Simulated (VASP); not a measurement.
```
VS
1.0
    3.09723     0.00000     0.00000
   -1.54862     2.68228     0.00000
    0.00000     0.00000     5.99280
V S
2 2
Cartesian
  0.00000   0.00000   0.00000
  0.00000   0.00000   2.99640
  1.54862   0.89409   1.49820
  0.00000   1.78819   4.49460
```

Calculation: LDA (Ceperley-Alder, Perdew-Zunger), VASP's LDA PAW potentials (set 64) (plane waves; VASP). Run with 400 eV cut-off, 13×13×6 Γ-centred mesh, tetrahedra with Blöchl corrections, potentials V_sv S.

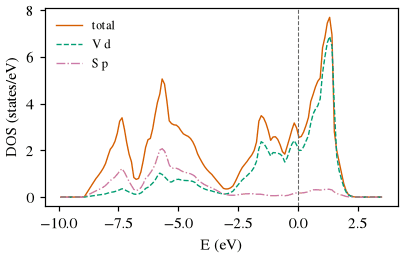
Figure: Total and projected density of states, zero at the Fermi level

Within 2 eV below the Fermi level the largest weight inside VASP's projection spheres is V d.

It has no gap at this level: it comes out as a metal or semimetal.

The structure comes from a computed database's VS entry (P6_3/mmc); how it stands against other phases isn't given here. It was relaxed first, which changed the volume by -7 %. The run is not spin-polarised, so no magnetic state was tried.
